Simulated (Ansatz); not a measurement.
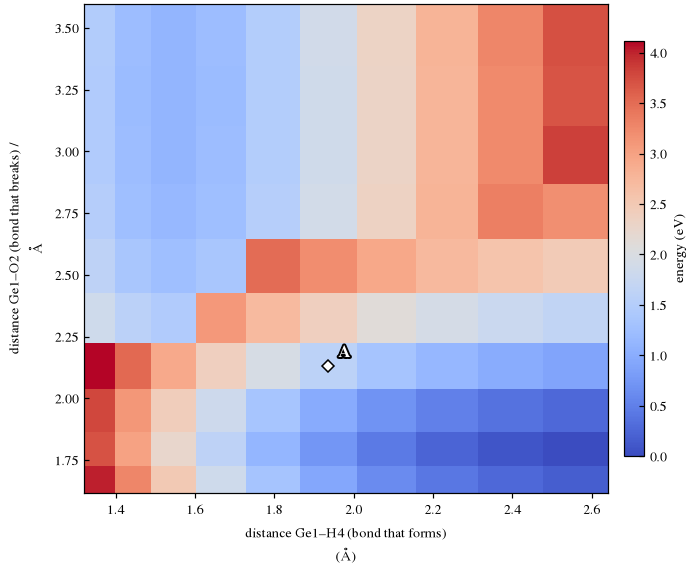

The reacting system CH₆GeO (fragments CH₆GeO where the first distance is long, GeH₄ + CH₂O where the second is long). 
- First axis: distance Ge1–H4 (bond that forms). Second axis: distance Ge1–O2 (bond that breaks).
- Relaxed at each point: all other coordinates.
- Grid: 10 × 10 points.
- Points are written as (first, second).
- Energies: eV, counted from the lowest grid point.
- Energies and slopes of some neighbouring points disagree (a jump in structure or state, or too coarse a mesh). The reference is spin-restricted, so regions where a bond is pulled apart into radicals lie too high.
- Theory: RKS PBE0-D4/def2-SVP in Ansatz 0.2.0.

In the figure: one coloured cell a grid point, the point A.

### Which way does the force act at A, and how strong is it?

A, at (1.935 Å, 2.130 Å), is not a stationary point. The computed force is 2.1 eV for each Å towards larger values of the first coordinate and 3.8 eV for each Å towards smaller values of the second coordinate.
